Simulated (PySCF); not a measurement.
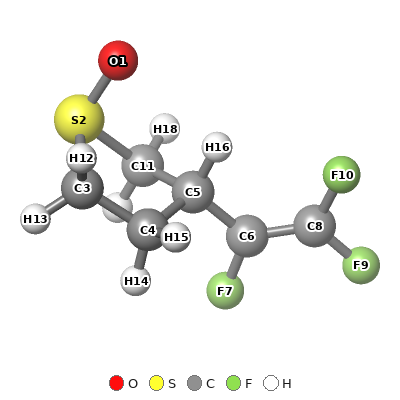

Structure of C₆H₇F₃OS, SMILES O=[S@@]1CC[C@@H](C(F)=C(F)F)C1.

GIAO shifts, B3LYP/pcSseg-2 with PySCF 2.14.0, at a PBE0-D3(BJ)/def2-SVP geometry (no frequency check), against CFCl₃ for ¹⁹F and H₂O for ¹⁷O computed at the same level (¹⁹F: this reference is a hard case for the method, so all values can be off together by tens of ppm, and differences between signals are safer; ¹⁷O: a single water molecule, while the usual scale starts at liquid water and gives values some tens of ppm lower). Gas phase, fully decoupled, line heights follow the number of nuclei, widths are arbitrary (no quadrupolar broadening); values of one conformer, averaged over methyl-type rotors and exact or near symmetry; other conformers aren't averaged in.

Question: Predict the ¹⁹F spectrum.

Answer: 3 signals.


| δ (ppm) | nuclei | atoms |
| --- | --- | --- |
| −106.7 | 1 | F9 |
| −127.2 | 1 | F10 |
| −199.4 | 1 | F7 |

Question: Which ¹⁷O signals does it give?

Answer: 1 signal.


| δ (ppm) | nuclei | atoms |
| --- | --- | --- |
| 87.8 | 1 | O1 |

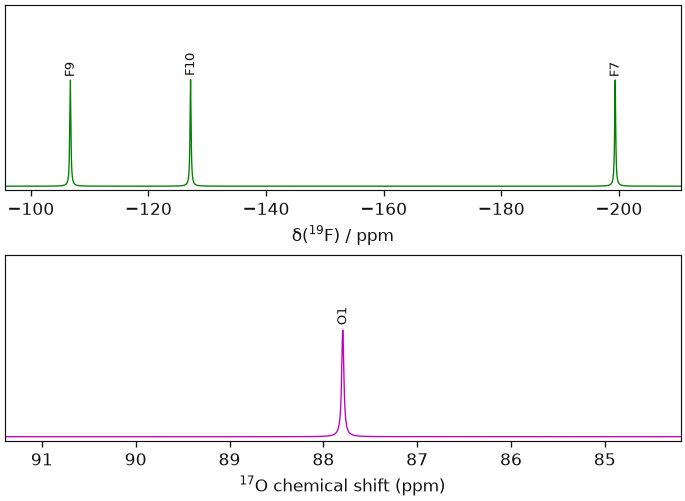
